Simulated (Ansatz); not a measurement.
**GePt (010): surface energy and levels, part 1 of 2**

Aim: for GePt, compute energy, relaxation and work function or band edges of the (010) face.

Computed with Ansatz 0.2.0 (DFT PBE, scalar-relativistic, plane waves, PAW, unless a step's input says otherwise).

1 further run of the same task is left out (set aside as unsound or not needed). Runs told in other sessions of the task aren't counted.

### Step 1. The starting structure

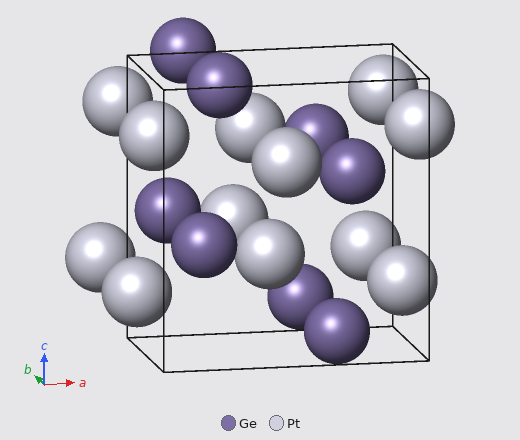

Start, viewed slightly off an axis; germanium purple, platinum light grey. 1×2×1 cells are drawn. Atoms on the faces are drawn again on the opposite ones.

As a file:

```
Ge Pt
1.0
     5.82714    0.00000    0.00000
     0.00000    3.74452    0.00000
     0.00000    0.00000    6.19055
Ge Pt
4 4
Cartesian
  4.7388 2.8084 3.6369
  1.0883 0.9361 2.5537
  4.0019 0.9361 0.5416
  1.8252 2.8084 5.6489
  5.8375 2.8084 1.1949
  -0.0104 0.9361 4.9957
  2.9032 0.9361 4.2901
  2.9240 2.8084 1.9004
```

This cell was relaxed beforehand with the same method: volume 16.88 Å³/atom, gap on the mesh none (metal).

### Step 2. Bulk reference on the slab's mesh

input.yaml

```yaml
crystal:
  lattice:
    - [5.8271351399, 0.0, 0.0]
    - [0.0, 6.1905450806, 0.0]
    - [0.0, 0.0, 3.7445187607]
  atoms:
    - { symbol: Ge, position: [0.186769838, 0.5874912869, 0.75] }
    - { symbol: Ge, position: [0.813230162, 0.4125087131, 0.25] }
    - { symbol: Ge, position: [0.313230162, 0.0874912869, 0.25] }
    - { symbol: Ge, position: [0.686769838, 0.9125087131, 0.75] }
    - { symbol: Pt, position: [-0.0017840212, 0.1930138335, 0.75] }
    - { symbol: Pt, position: [1.0017840212, 0.8069861665, 0.25] }
    - { symbol: Pt, position: [0.5017840212, 0.6930138335, 0.25] }
    - { symbol: Pt, position: [0.4982159788, 0.3069861665, 0.75] }
basis:
  ecutwfc: 420
kpoints:
  mp_grid: { grid: [6, 6, 9] }
hamiltonian:
  xc: pbe
scf:
  occupations: { method: gaussian, width: 0.1 }
output:
  forces: true
  stress: true
  eigenvalues: true
  write_density: true
  write_potential: true
  elf: true
  volumetric_format: npy
```

Command:

```
ansatz run input.yaml --threads 8 --pin off --max-ram 15360MiB --backend cpu --events-out ev --progress --plain --runs-dir out
```

The log of the run, shortened:

```text
[...]
SCF converged after 6 iterations
Free energy (F): -67275.726006 eV
[...]
E sigma→0 (E₀):  -67275.721184 eV
Entropy (-TS):   -0.009644 eV (-1.206 meV/atom)
Fermi energy:    16.905803 eV
[...]
--- Forces (eV/Å), atoms counted from 1 ---
  atom   1  Ge     0.00547216     0.00787977     0.00000000
  atom   2  Ge    -0.00547216    -0.00787977     0.00000000
  atom   3  Ge    -0.00547216     0.00787977     0.00000000
  atom   4  Ge     0.00547216    -0.00787977     0.00000000
  atom   5  Pt    -0.00846621    -0.01384821     0.00000000
  atom   6  Pt     0.00846621     0.01384821     0.00000000
  atom   7  Pt     0.00846621    -0.01384821     0.00000000
  atom   8  Pt    -0.00846621     0.01384821     0.00000000
[...]
--- Stress (GPa, compression-positive) ---
       -0.084827       0.000000       0.000000
        0.000000      -0.117597       0.000000
        0.000000       0.000000       0.001208
  P = ⅓ Tr σ = -0.0671 GPa (-0.671 kbar)
--- Band table (eV; the first three rows and the last of 80) ---
[...]
```

Run time: 6.8 s. Hardware: 8 threads of Arm Neoverse V2, shared host; peak memory 1.1 GiB.

Bulk reference and slab share their plane, in-plane mesh and smearing. Its energy with the smearing taken to zero: -8409.4651 eV/atom.

### Step 3. The (010) slab

Miller indices refer to the conventional cell of the relaxed bulk, Pnma (No. 62): a = 5.827 Å, b = 3.745 Å, c = 6.191 Å, α = 90.00°, β = 90.00°, γ = 90.00°.

Cut from the relaxed bulk: a (010) slab, 7.5 Å thick as cut, with 15 Å of vacuum; its outer planes are GePt (top) and GePt (bottom).

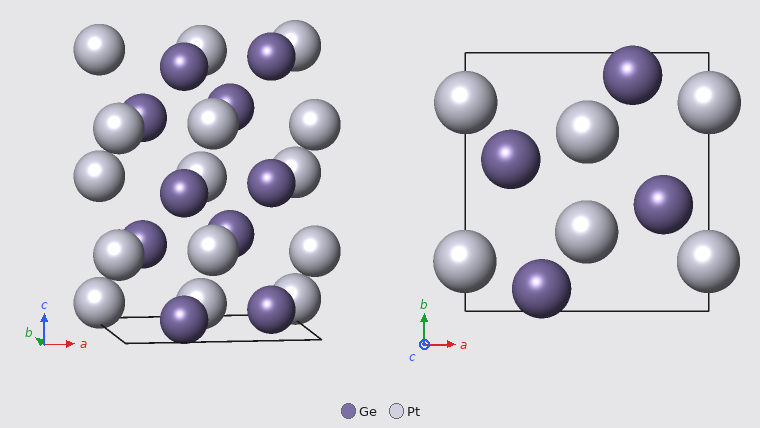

The slab as cut, seen from the side (left, normal up) and from above (right); germanium purple, platinum light grey. 1×1 surface cells are drawn, with atoms on the cell's edges repeated; the outline under the slab is one cell, and the vacuum is left out.

### Step 4. The slab as cut, atoms at the bulk's places

A dipole layer in the vacuum cancels the field that periodic copies would set up if the slab's two faces differ.

input.yaml

```yaml
crystal:
  lattice:
    - [5.8271351399, 0.0, 0.0]
    - [0.0, 6.1905450806, 0.0]
    - [0.0, 0.0, 22.4890375214]
  atoms:
    - { symbol: Ge, position: [0.813230162, 0.4125087131, 0.3334958196] }
    - { symbol: Ge, position: [0.313230162, 0.0874912869, 0.3334958196] }
    - { symbol: Pt, position: [0.0017840212, 0.8069861665, 0.3334958196] }
    - { symbol: Pt, position: [0.5017840212, 0.6930138335, 0.3334958196] }
    - { symbol: Ge, position: [0.186769838, 0.5874912869, 0.4167479098] }
    - { symbol: Ge, position: [0.686769838, 0.9125087131, 0.4167479098] }
    - { symbol: Pt, position: [0.9982159788, 0.1930138335, 0.4167479098] }
    - { symbol: Pt, position: [0.4982159788, 0.3069861665, 0.4167479098] }
    - { symbol: Ge, position: [0.813230162, 0.4125087131, 0.5] }
    - { symbol: Ge, position: [0.313230162, 0.0874912869, 0.5] }
    - { symbol: Pt, position: [0.0017840212, 0.8069861665, 0.5] }
    - { symbol: Pt, position: [0.5017840212, 0.6930138335, 0.5] }
    - { symbol: Ge, position: [0.186769838, 0.5874912869, 0.5832520902] }
    - { symbol: Ge, position: [0.686769838, 0.9125087131, 0.5832520902] }
    - { symbol: Pt, position: [0.9982159788, 0.1930138335, 0.5832520902] }
    - { symbol: Pt, position: [0.4982159788, 0.3069861665, 0.5832520902] }
    - { symbol: Ge, position: [0.813230162, 0.4125087131, 0.6665041804] }
    - { symbol: Ge, position: [0.313230162, 0.0874912869, 0.6665041804] }
    - { symbol: Pt, position: [0.0017840212, 0.8069861665, 0.6665041804] }
    - { symbol: Pt, position: [0.5017840212, 0.6930138335, 0.6665041804] }
basis:
  ecutwfc: 420
kpoints:
  mp_grid: { grid: [6, 6, 1] }
hamiltonian:
  xc: pbe
scf:
  occupations: { method: gaussian, width: 0.1 }
output:
  forces: true
  eigenvalues: true
  write_density: true
  write_potential: true
  elf: true
  volumetric_format: npy
efield:
  axis: 3
  dipole_correction: true
  ramp_width: 0.04
```

Command:

```
ansatz run input.yaml --threads 8 --pin off --max-ram 15360MiB --backend cpu --events-out ev --progress --plain --runs-dir out
```

The log of the run:

```text
Warning: RAYON_NUM_THREADS=8 ignored (pool sized by the plan → 8); use --threads N
Engine: ansatz 0.2.0, aarch64-unknown-linux-gnu
Pseudopotentials: kind: paw
Pseudopotential: Ge, paw, valence charge 14, recommended cutoff 420 eV (normal), Ge.paw.azcp
Pseudopotential: Pt, paw, valence charge 18, recommended cutoff 420 eV (normal), Pt.paw.azcp
Functional definition: PBE
  parameter kappa = 0.804
  parameter beta = 0.06672455060314922
  exchange = pbe_x(kappa = kappa, mu = beta*pi^2/3)
  correlation = pbe_c(beta = beta)
Crystal: 20 atoms, lattice volume = 811.250 Å³
Basis set: ecut = 420 eV, 15857 PW (Γ), exchange–correlation on 80×90×320 points (8 copies of the dense FFT grid, shifted against one another)
Bands: 192, of which v1, the nominal top of the filled ones, is band 160 counted from 1 (159 counted from 0)
Symmetry: 2 space group operations
k-points: 16 of 36 (time reversal used)
Non-local potential: Ge, projectors of the file, l = 0: 2, l = 1: 2, l = 2: 3, l = 3: 1
Non-local potential: Pt, projectors of the file, l = 0: 3, l = 1: 2, l = 2: 2, l = 3: 1
PAW form: soft (Blöchl's): semilocal exchange-correlation on the pseudo side does not see the compensation charge
PAW one-centre angular grid: Ge, 590 points (default); XC on 64 Gauss nodes
PAW one-centre angular grid: Pt, 590 points (default); XC on 64 Gauss nodes
Initial density: superposition of atomic densities (neutral atoms: chi_scale 0, normalization atom), corrected by the library's trained network
Initial wavefunctions: pseudopotential atomic-orbital guess
Functional: x = pbe(κ = 0.804, μ = 0.2195149727645171), c = pbe(β = 0.06672455060314922)
SCF iter   1: F=—  HF=-168183.549691 eV  |F-HF|=—  |Δ(HF+E_count)|=         —  Δρ=3.74e-3  dr2=3.70e-1  ethr=1.77e-3  p=-0.000 e·Å  D=-1.09e-13 V/Å  ΔV_dip=0.00 eV  dr2_dipole=8.82e-8  V_vac-E_F(+/−)=4.79/4.79 eV  ⟨swp⟩=6.9  Hψ=11662  notcnv=0  defer=129
efield: sawtooth ramp at fractional position 0.9800 (placed from the atoms, in the widest stretch of the axis that holds none; the zero of the levels goes with the place), width 0.0400; the density the first Hamiltonian is built on has a dipole p = -0.000 e·Å; the dipole correction subtracts the counter field D = -1.09e-13 V/Å, which shifts the + side's vacuum level by +0.00 eV against the − side's; the planar-averaged density in the ramp window peaks in size at 1.7e-5 e/Å³
preconditioner: auto → LDOS  [metal: Δε(μ)=0.030 eV  Ē_g=16.198 eV  σ=0.100 eV  W_gap=0.17  n_scr=172 (ndim 8)  ℏωp=20.2 eV  f_vac=0.524  D(μ)=8.03/eV (n_scr^D=32)  β→1.0]
SCF iter   2: F=—  HF=-168183.528615 eV  |F-HF|=—  |Δ(HF+E_count)|=   2.11e-2  Δρ=1.66e-3  dr2=6.42e-2  ethr=1.16e-4  p=-0.000 e·Å  D=-2.80e-6 V/Å  ΔV_dip=0.00 eV  dr2_dipole=7.67e-8  V_vac-E_F(+/−)=4.94/4.94 eV  ⟨swp⟩=2.0  Hψ=4396  notcnv=0  defer=195
SCF iter   3: F=—  HF=-168183.521811 eV  |F-HF|=—  |Δ(HF+E_count)|=   6.80e-3  Δρ=5.92e-4  dr2=8.19e-3  ethr=2.01e-5  p=0.000 e·Å  D=7.80e-7 V/Å  ΔV_dip=-0.00 eV  dr2_dipole=8.63e-10  V_vac-E_F(+/−)=4.90/4.90 eV  ⟨swp⟩=2.0  Hψ=4667  notcnv=0  defer=195
SCF iter   4: F=—  HF=-168183.520384 eV  |F-HF|=—  |Δ(HF+E_count)|=   1.43e-3  Δρ=1.08e-4  dr2=1.45e-4  ethr=2.56e-6  p=0.000 e·Å  D=4.06e-7 V/Å  ΔV_dip=-0.00 eV  dr2_dipole=2.66e-11  V_vac-E_F(+/−)=4.91/4.91 eV  ⟨swp⟩=3.2  Hψ=4461  notcnv=0  defer=195
SCF iter   5: F=—  HF=-168183.520376 eV  |F-HF|=—  |Δ(HF+E_count)|=   8.44e-6  Δρ=3.15e-5  dr2=1.14e-5  ethr=4.54e-8  p=0.000 e·Å  D=1.25e-7 V/Å  ΔV_dip=-0.00 eV  dr2_dipole=1.39e-11  V_vac-E_F(+/−)=4.91/4.91 eV  ⟨swp⟩=2.8  Hψ=4620  notcnv=0  defer=195
SCF iter   6: F=—  HF=-168183.519767 eV  |F-HF|=—  |Δ(HF+E_count)|=   6.09e-4  Δρ=1.06e-5  dr2=1.14e-6  ethr=3.56e-9  p=0.000 e·Å  D=1.16e-7 V/Å  ΔV_dip=-0.00 eV  dr2_dipole=5.28e-12  V_vac-E_F(+/−)=4.91/4.91 eV  ⟨swp⟩=2.2  Hψ=4028  notcnv=0  defer=193
SCF iter   7: F=—  HF=-168183.519768 eV  |F-HF|=—  |Δ(HF+E_count)|=   1.27e-6  Δρ=3.39e-6  dr2=1.14e-7  ethr=3.56e-10  p=0.000 e·Å  D=3.24e-8 V/Å  ΔV_dip=-0.00 eV  dr2_dipole=6.05e-13  V_vac-E_F(+/−)=4.91/4.91 eV  ⟨swp⟩=2.5  Hψ=4325  notcnv=0  defer=189
SCF iter   8: F=-168183.519768 eV  HF=-168183.519768 eV  |F-HF|=5.38e-8  |Δ(HF+E_count)|=   2.11e-7  Δρ=1.23e-6  dr2=1.94e-8  ethr=3.13e-11  p=0.000 e·Å  D=9.88e-9 V/Å  ΔV_dip=-0.00 eV  dr2_dipole=3.03e-14  V_vac-E_F(+/−)=4.91/4.91 eV  ⟨swp⟩=19.6  Hψ=25818  notcnv=0
SCF 1 converged in 8 iterations: F = -168183.519768 eV  dr2 = 1.94e-8
WARN: The output density's exchange-correlation potential varies sharply where the density is thin. Do not read a vacuum level from v_tot or v_xc, or from such a field of the output density. On a cell that repeats whose density bears no net charge and no dipole along the vacuum's axis use v_es (v_loc + v_h of the components); under efield.dipole_correction with no amplitude use v_es + v_field, which holds any external_charges[].barrier, or the levels of the report's work_function block, which leave it out; under a non-zero efield.amplitude the vacuum is tilted and has no level; on a cell that repeats and bears such a dipole with no correction it is tilted too, and efield.dipole_correction with no amplitude gives each side of its ramp a level where efield: is served; in a cell that repeats whose density bears a net charge (total_charge, or a fill off its count) it is curved and has none; of a slab under crystal.periodic whose density bears no net charge use v_es, which has a level on each side, short of where the two are joined; of another it falls or rises all the way out and has none; of a slab beside external_charges read slab_vacuum_level instead, which it has where they leave it neutral. The grid or the basis barely resolves most such structure, and the values can differ between equally converged runs; as a rule a tighter scf.convergence.dr2_threshold does not remove it. Where the density itself ripples (under the LDA too) a higher basis.ecutwfc lessens it. The files hold the spikes' plane waves up to the density's cutoff. Files: v_tot_of_output_density and the like, and their columns of v_z.tsv (output.write_potential); v_xc_of_output_density and the like, and their columns of v_comp_z.tsv (output.write_potential_components). Measured: with its Gaussian average of σ = 0.25 Å subtracted twice, the exchange-correlation potential is over 0.1 eV at 219 of the grid points where the equally averaged density (valence and model cores) is under 1e-3 e/Å³, and 0.342 eV at the most among them, at an averaged density of 1.8e-8 e/Å³. The input density's (outcome.potential() and, of a run that writes arrays, v_tot and v_xc) is over 0.1 eV, so measured, at 31 points of its own thin density, 0.109 eV at the most. See output.write_potential in the manual, Limitations
SCF converged after 8 iterations
Free energy (F): -168183.519768 eV
Harris-Foulkes:  -168183.519768 eV  (|F-HF|=5.38e-8)
Internal energy: -168183.478960 eV  (E = F + TS)
E sigma→0 (E₀):  -168183.499364 eV
Entropy (-TS):   -0.040808 eV (-2.040 meV/atom)
Fermi energy:    4.046686 eV
Dipole field:    D = 0.000000 V/Å  (p = 0.000001 e·Å, saw-weighted, corrected)
Work function:   Φ+ = 4.9085 eV   Φ− = 4.9085 eV
Levels:          The Fermi level and band energies are counted from a zero that moves with the ramp; work functions are not
--- Per-component energies (eV) ---
  E_band       = -6874.487767
  E_kinetic    = 7482.600004
  E_local      = -372846.316232  (includes V_loc(G=0)·N_el)
  E_nonlocal   = 6174.922189
  E_hartree    = 180991.740216
  E_xc         = -3367.015800
  E_vxc        = -3665.063323  (∫ρ·V_xc dr)
  E_paw        = -114733.979169  (= ΣΔE_a)
  E_vpaw       = -6004.130972  (= ΣTr[D̂ρ^β])
  E_aug_tail   = 0.005156  (compensation charges beyond the density's cutoff)
  E_efield     = 0.000000  (sawtooth field / dipole correction)
  E_vefield    = 0.000000  (∫n·V_field dr)
  E_ewald      = 128114.564675
  E_smearing   = -0.040808  (= −TS)
  E_closure    = -0.000000  (closes the sum)
  Σ components = -168183.519768   (vs F -168183.519768, Δ=0.00e0)
--- Forces (eV/Å), atoms counted from 1 ---
  atom   1  Ge     0.11329765     0.61464674    -0.30131803
  atom   2  Ge     0.11329765    -0.61464674    -0.30131803
  atom   3  Pt    -0.10223168    -0.58669855     1.07808098
  atom   4  Pt    -0.10223168     0.58669855     1.07808098
  atom   5  Ge     0.12264416     0.25553453    -0.77110581
  atom   6  Ge     0.12264416    -0.25553453    -0.77110581
  atom   7  Pt    -0.04636339     0.06623149     0.00038452
  atom   8  Pt    -0.04636339    -0.06623149     0.00038452
  atom   9  Ge    -0.07131503    -0.00759088     0.00000007
  atom  10  Ge    -0.07131503     0.00759088     0.00000007
  atom  11  Pt    -0.10336658    -0.05069279     0.00000005
  atom  12  Pt    -0.10336658     0.05069279     0.00000005
  atom  13  Ge     0.12264413     0.25553454     0.77110580
  atom  14  Ge     0.12264413    -0.25553454     0.77110580
  atom  15  Pt    -0.04636340     0.06623150    -0.00038447
  atom  16  Pt    -0.04636340    -0.06623150    -0.00038447
  atom  17  Ge     0.11329763     0.61464677     0.30131806
  atom  18  Ge     0.11329763    -0.61464677     0.30131806
  atom  19  Pt    -0.10223168    -0.58669855    -1.07808087
  atom  20  Pt    -0.10223168     0.58669855    -1.07808087
  max |Σ_I F_I| component: 2.36e-5 eV/Å
--- Band table (eV; the first three rows and the last of 16) ---
  k-point 0: bands = ["-94.7175", "-94.7141", "-94.6590", "-94.6590", "-94.6555", "-94.6555", "-93.8132", "-93.8132", "-93.8098", "-93.8098", "-49.0313", "-49.0015", "-48.9867", "-48.9692", "-48.9664", "-48.9466", "-48.9358", "-48.9227", "-48.9121", "-48.9085", "-48.9079", "-48.9000", "-48.8856", "-48.8833", "-48.8695", "-48.8669", "-48.8468", "-48.8463", "-48.2426", "-48.2426", "-48.2022", "-48.2022", "-48.0676", "-48.0676", "-48.0091", "-48.0091", "-47.9259", "-47.9259", "-47.9194", "-47.9194", "-20.8471", "-20.8458", "-20.8441", "-20.8413", "-20.8112", "-20.8080", "-20.8047", "-20.8039", "-20.7969", "-20.7958", "-20.7749", "-20.7724", "-20.7655", "-20.7641", "-20.7607", "-20.7587", "-20.7580", "-20.7555", "-20.7443", "-20.7432", "-20.7403", "-20.7403", "-20.7319", "-20.7298", "-20.7294", "-20.7288", "-20.7258", "-20.7244", "-20.7221", "-20.7204", "-20.5018", "-20.5018", "-20.4998", "-20.4998", "-20.4914", "-20.4914", "-20.4903", "-20.4903", "-20.4646", "-20.4646", "-20.4641", "-20.4641", "-20.4366", "-20.4366", "-20.4268", "-20.4268", "-20.4216", "-20.4216", "-20.4196", "-20.4196", "-7.9808", "-6.8392", "-5.4783", "-5.2905", "-4.9960", "-4.8905", "-4.6148", "-4.5807", "-4.0209", "-3.9316", "-2.6355", "-2.3972", "-2.2107", "-1.8414", "-1.4131", "-1.4021", "-1.2422", "-1.1775", "-1.0119", "-0.9792", "-0.7948", "-0.7357", "-0.5991", "-0.5257", "-0.3035", "-0.2239", "-0.2176", "-0.1076", "-0.1054", "-0.0714", "-0.0540", "0.1692", "0.2910", "0.3728", "0.5170", "0.5664", "0.5686", "0.6436", "0.8795", "0.8850", "0.9758", "0.9967", "1.1846", "1.2671", "1.3003", "1.3450", "1.4172", "1.4647", "1.5059", "1.5797", "1.5804", "1.6710", "1.7131", "1.8237", "2.0036", "2.1290", "2.1392", "2.2087", "2.3216", "2.3540", "2.4206", "2.4607", "2.7562", "3.1024", "3.3366", "3.3705", "3.3731", "3.5802", "3.7364", "3.7562", "4.2021", "4.5266", "4.5418", "4.8469", "5.1431", "5.1933", "5.4694", "5.6967", "5.8273", "6.0497", "6.4541", "6.4871", "6.5884", "6.6617", "7.3664", "7.4196", "7.7256", "7.9252", "7.9319", "7.9967", "8.0789", "8.1079", "8.3734", "8.6482", "8.6732", "9.2360", "9.3749", "9.4334", "9.4982", "9.9319", "10.4024", "10.4865"]
[... 3 lines left out ...]
```

Run time: 47 s. Hardware: 8 threads of Arm Neoverse V2, shared host; peak memory 5.9 GiB.

This gives work function 4.91 eV.

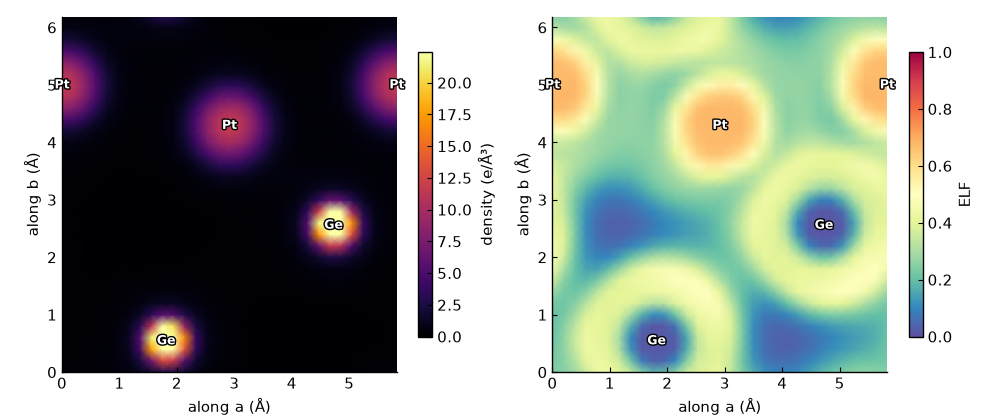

Density (left) and ELF (right) in a lattice plane of the grid's cell (edges 5.83 and 6.19 Å, at 0.333 of the third edge), which holds Ge and Pt. Only atoms in the plane are labelled; the density scale stops at 22.41 e/Å³. Both are smooth fields of the valence electrons: close to the nuclei they are not physical.

Maxima of ELF outside the ion cores: 0.77 beside Ge, off the lines to its neighbours, 1.4 Å from Ge; 0.49 on the Ge–Pt line, 1.1 Å from Ge.

(Continued in part 2 of 2.)
